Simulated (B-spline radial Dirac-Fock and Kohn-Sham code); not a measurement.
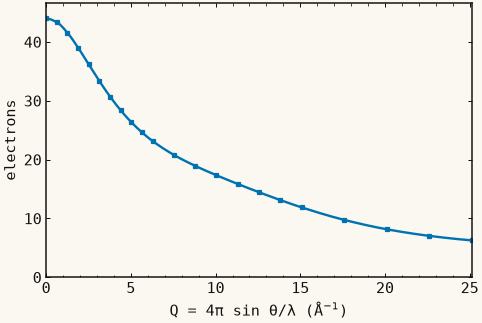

The X-ray form factor f against Q. The calculation used the spherical Dirac–Fock density (average of configuration) (a B-spline radial atomic code).

### The nuclear charge is 45. What is the species?

Rh⁺: f(0) = 44 electrons, so the charge is 45 − 44 = +1.

### Where has f fallen to half its forward value?

Near Q = 6.90 Å⁻¹.

### How many electrons does the species have?

44, the value of f at zero angle.
